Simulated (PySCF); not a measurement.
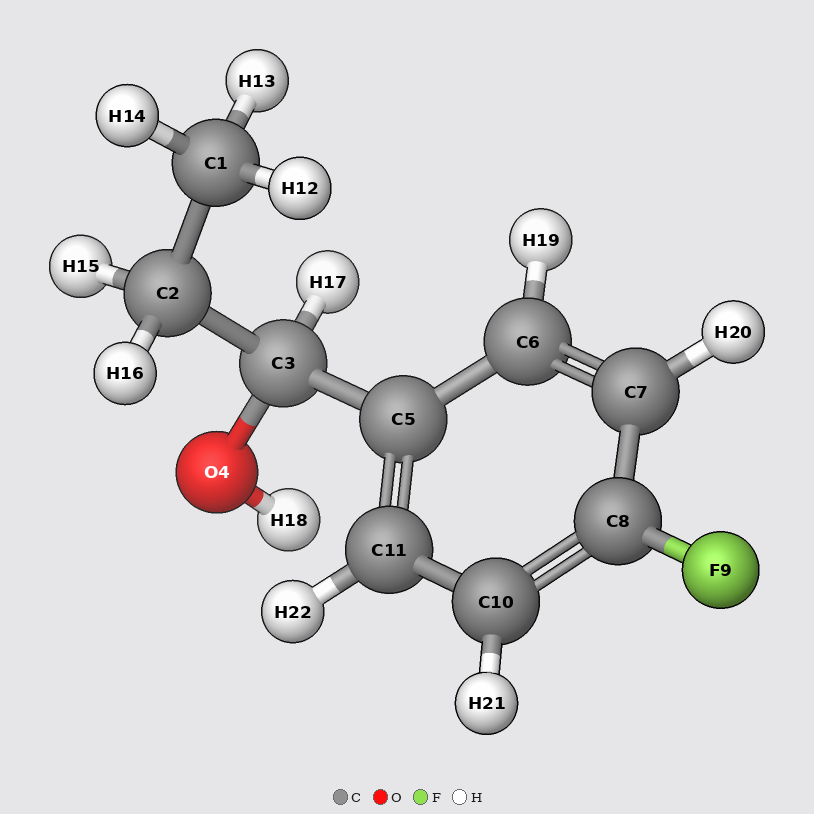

Computed geometry: PBE0-D3(BJ)/def2-SVP optimisation. No frequency run is at hand to confirm it as a minimum. Method: GIAO PBE0/pcSseg-1 NMR shielding, non-relativistic, gas phase (PySCF 2.14.0), and the same with a continuum solvent (IEF-PCM, Bondi radii x 1.2, gas-phase geometry).

How do dipole (D), HOMO–LUMO gap (eV), σ(O4) (ppm), σ(F9) (ppm), σ(H18) (ppm) change in methanol (ε = 32.6), acetonitrile (ε = 35.7)?

```csv
medium,dipole (D),HOMO–LUMO gap (eV),σ(O4) (ppm),σ(F9) (ppm),σ(H18) (ppm)
gas phase,1.19,6.45,261.6,289.8,30.59
methanol,1.69,6.49,270.4,297.5,29.73
acetonitrile,1.70,6.49,270.5,297.6,29.73
```
